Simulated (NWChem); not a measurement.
# One shape, several levels: C2H4F2 (1,1-difluoroethane)

Wanted: a comparison of 6 runs (HF/def2-SVP, HF/def2-TZVP, PBE0/STO-3G, TPSS/6-31+G*, MP2/cc-pVDZ, MP2/6-311+G**) of C2H4F2 (1,1-difluoroethane). 

The results are computed with NWChem 7.3.0.

1 further run of the same task is left out (set aside as unsound or not needed).

### 1 Starting point

C2H4F2 has 8 atoms, charge 0, and is taken as a singlet. As SMILES, `CC(F)F`. Geometry: relaxed at PBE0-D4/def2-TZVP.

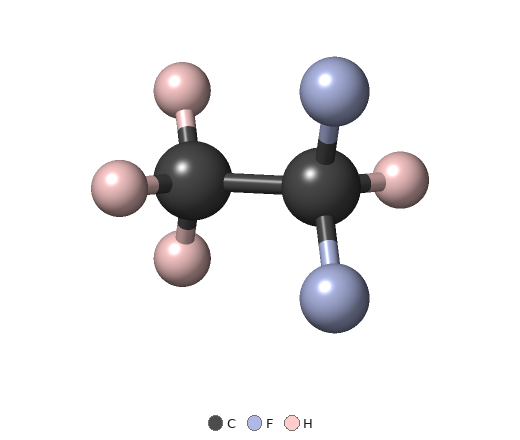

Viewed from a chosen angle; carbon dark grey, fluorine light blue, hydrogen pink.

### 2 Energy and forces at HF/def2-SVP (run 1)

File run.xyz:

```xyz
8
C2H4F2 hf
C      0.003300     0.777600     0.023300
C     -0.052000    -0.718200    -0.008200
F      0.925500    -1.243400     0.779100
F      0.168200    -1.172100    -1.271900
H      0.981400     1.111900    -0.325400
H     -0.157200     1.132800     1.041800
H     -0.771000     1.190600    -0.624000
H     -1.006100    -1.136400     0.329500
```

File run.nw:

```
start run
title "C2H4F2 hf"
memory 2200 mb

geometry units angstrom noautosym nocenter noautoz
load run.xyz
end

basis spherical bse
* library def2-SVP
end

scf
singlet
rhf
thresh 1e-08
maxiter 80
noprint "final vectors analysis"
end

task scf gradient
```

Command:

```
$ nwchem run.nw > run.out
```

Output:

```text
[...]
  functions       =    76
[...]
  wavefunction    = RHF
[...]
         Total SCF energy =   -276.730142482781
      One-electron energy =   -646.558129465996
      Two-electron energy =    237.117395450215
 Nuclear repulsion energy =    132.710591533000
        Time for solution =      4.4s
[...]
                         RHF ENERGY GRADIENTS
    atom               coordinates                        gradient
                 x          y          z           x          y          z
   1 C       0.006236   1.469451   0.044031   -0.000103  -0.000620  -0.000052
   2 C      -0.098266  -1.357201  -0.015496   -0.010348   0.015819   0.004435
   3 F       1.748941  -2.349685   1.472286    0.013524  -0.007552   0.011954
   4 F       0.317852  -2.214948  -2.403542    0.002350  -0.006509  -0.018352
   5 H       1.854577   2.101186  -0.614917    0.001055   0.000320  -0.000365
   6 H      -0.297065   2.140682   1.968717   -0.000436   0.000366   0.000912
   7 H      -1.456979   2.249908  -1.179189   -0.000883   0.000396  -0.000357
   8 H      -1.901253  -2.147485   0.622665   -0.005160  -0.002220   0.001825
[...]
```

Run time: 6 s. Hardware: 1 thread of AMD EPYC 9B14 (Zen 4), shared host; peak memory 0.1 GiB.

### 3 Energy and forces at HF/def2-TZVP (run 2)

File c2h4f2.xyz:

```xyz
8
C2H4F2
C      0.003300     0.777600     0.023300
C     -0.052000    -0.718200    -0.008200
F      0.925500    -1.243400     0.779100
F      0.168200    -1.172100    -1.271900
H      0.981400     1.111900    -0.325400
H     -0.157200     1.132800     1.041800
H     -0.771000     1.190600    -0.624000
H     -1.006100    -1.136400     0.329500
```

File c2h4f2.nw:

```
start c2h4f2
title "C2H4F2"
memory stack 880 mb heap 220 mb global 1100 mb
charge 0

geometry units angstroms noautosym nocenter noautoz
  load format xyz c2h4f2.xyz
end

basis spherical bse
  * library def2-TZVP
end

scf
  thresh 1e-08
  maxiter 80
end

task scf gradient
```

Command:

```
$ nwchem c2h4f2.nw > c2h4f2.out
```

Output:

```text
[...]
  functions       =   148
[...]
  wavefunction    = RHF
[...]
         Total SCF energy =   -277.067806513114
      One-electron energy =   -647.091009986485
      Two-electron energy =    237.312611940370
 Nuclear repulsion energy =    132.710591533000
        Time for solution =     42.6s
[...]
                         RHF ENERGY GRADIENTS
    atom               coordinates                        gradient
                 x          y          z           x          y          z
   1 C       0.006236   1.469451   0.044031   -0.001299  -0.006444   0.000192
   2 C      -0.098266  -1.357201  -0.015496   -0.003887   0.015700   0.002041
   3 F       1.748941  -2.349685   1.472286    0.012628  -0.006423   0.011992
   4 F       0.317852  -2.214948  -2.403542    0.001669  -0.005399  -0.017727
   5 H       1.854577   2.101186  -0.614917    0.005384   0.001466  -0.001919
   6 H      -0.297065   2.140682   1.968717   -0.000943   0.002156   0.005241
   7 H      -1.456979   2.249908  -1.179189   -0.004038   0.002435  -0.003208
   8 H      -1.901253  -2.147485   0.622665   -0.009514  -0.003492   0.003389
[...]
```

Wall time 54 s (1 thread of AMD EPYC 9B14 (Zen 4), shared host); peak memory 0.12 GiB.

Runs 3 to 4 aren't shown in full; the table further down has their settings and results.

### 4 Energy and gradient at MP2/cc-pVDZ (run 5)

File c2h4f2.nw:

```
start c2h4f2
title "C2H4F2"
memory stack 880 mb heap 220 mb global 1100 mb
geometry units au noautosym nocenter noautoz
   C    0.00623610   1.46945103   0.04403062
   C   -0.09826576  -1.35720130  -0.01549575
   F    1.74894153  -2.34968546   1.47228562
   F    0.31785193  -2.21494799  -2.40354266
   H    1.85457722   2.10118648  -0.61491688
   H   -0.29706495   2.14068175   1.96871668
   H   -1.45697884   2.24990792  -1.17918910
   H   -1.90125345  -2.14748477   0.62266476
end
basis spherical bse
   * library cc-pVDZ
end
scf
   thresh 1e-08
   maxiter 80
   print low
end
mp2
   freeze core 4
   tight
end
task mp2 gradient
```

Command:

```
$ nwchem c2h4f2.nw > c2h4f2.out
```

Output:

```text
[...]
  functions       =    76
[...]
  wavefunction    = RHF
[...]
         Total SCF energy =   -276.961248968605
      One-electron energy =   -646.965194952457
      Two-electron energy =    237.293363958040
 Nuclear repulsion energy =    132.710582025812
        Time for solution =      9.8s
[...]
          Total MP2 energy          -277.613490097732
[...]
                         mp2 ENERGY GRADIENTS
    atom               coordinates                        gradient
                 x          y          z           x          y          z
   1 C       0.006236   1.469451   0.044031    0.001166   0.000649  -0.000471
   2 C      -0.098266  -1.357201  -0.015496    0.000375   0.001803  -0.000014
   3 F       1.748942  -2.349685   1.472286   -0.005594   0.001787  -0.005615
   4 F       0.317852  -2.214948  -2.403543   -0.000568   0.001303   0.007949
   5 H       1.854577   2.101186  -0.614917   -0.006018  -0.001545   0.002175
   6 H      -0.297065   2.140682   1.968717    0.000720  -0.002262  -0.006234
   7 H      -1.456979   2.249908  -1.179189    0.004571  -0.002637   0.004157
   8 H      -1.901253  -2.147485   0.622665    0.005348   0.000903  -0.001945
[...]
```

Run time: 26 s. Hardware: 1 thread of AMD EPYC 9B14 (Zen 4), shared host; peak memory 0.21 GiB.

### 5 Energy and gradient at MP2/6-311+G(d,p) (run 6)

File sp.nw:

```
start sp
title "C2H4F2"
memory stack 880 mb heap 220 mb global 1100 mb

geometry units angstroms noautosym nocenter noautoz
C        0.003300       0.777600       0.023300
C       -0.052000      -0.718200      -0.008200
F        0.925500      -1.243400       0.779100
F        0.168200      -1.172100      -1.271900
H        0.981400       1.111900      -0.325400
H       -0.157200       1.132800       1.041800
H       -0.771000       1.190600      -0.624000
H       -1.006100      -1.136400       0.329500
end

basis spherical bse
* library 6-311+G**
end

scf
thresh 1e-08
maxiter 80
noprint "final vectors analysis"
end

mp2
freeze core 4
tight
end

task mp2 gradient
```

Command:

```
$ nwchem sp.nw > sp.out
```

Output:

```text
[...]
  functions       =   112
[...]
  wavefunction    = RHF
[...]
         Total SCF energy =   -277.029589056520
      One-electron energy =   -646.867157530598
      Two-electron energy =    237.126976941078
 Nuclear repulsion energy =    132.710591533000
        Time for solution =     18.6s
[...]
          Total MP2 energy          -277.740327372658
[...]
                         mp2 ENERGY GRADIENTS
    atom               coordinates                        gradient
                 x          y          z           x          y          z
   1 C       0.006236   1.469451   0.044031   -0.000434  -0.003656  -0.000028
   2 C      -0.098266  -1.357201  -0.015496    0.007719  -0.000150  -0.002798
   3 F       1.748941  -2.349685   1.472286   -0.004913   0.002279  -0.004175
   4 F       0.317852  -2.214948  -2.403542   -0.000975   0.001899   0.006449
   5 H       1.854577   2.101186  -0.614917   -0.000545   0.000114   0.000217
   6 H      -0.297065   2.140682   1.968717    0.000011   0.000061  -0.000811
   7 H      -1.456979   2.249908  -1.179189    0.000566  -0.000004   0.000639
   8 H      -1.901253  -2.147485   0.622665   -0.001429  -0.000541   0.000507
[...]
```

Wall time 48 s (1 thread of AMD EPYC 9B14 (Zen 4), shared host); peak memory 0.48 GiB.

### 6 The series

```csv
run,level,iteration cap,module,energy (Eh),dipole moment (D),largest force (eV/Å),wall time
1,HF/def2-SVP,80,scf,-276.730142,2.52,1.009,6 s
2,HF/def2-TZVP,80,scf,-277.067807,2.46,0.957,54 s
3,PBE0/STO-3G,100,dft,-274.200574,1.18,2.534,6.3 s
4,TPSS/6-31+G* (spherical functions),100,dft,-278.346914,2.28,1.223,38 s
5,MP2/cc-pVDZ,80,mp2,-277.613490,2.05,0.418,26 s
6,MP2/6-311+G**,80,mp2,-277.740327,2.39,0.422,48 s
```

### 7 Summary of results

| quantity | value |
| --- | --- |
| run 6: total energy | -277.74033 Eh |
| run 6: dipole moment (of the density that the program reports) | 2.39 D |
| run 6: correlation energy (4 core orbitals frozen) | -710.7 mEh |
| run 6: largest force on an atom | 0.422 eV/Å |

**Reading.** The dipole moment (its size) runs from 1.18 D (PBE0/STO-3G) to 2.52 D (HF/def2-SVP). The two ends differ in method and basis. Over runs 2, 3, 4 the HOMO–LUMO gap runs from 8.20 eV (TPSS/6-31+G*) to 17.95 eV (HF/def2-TZVP). Totals of different functionals can't be ranked against each other. In run 3 the basis is minimal, so the values are rough. All runs together took 3 min, the longest 54 s.
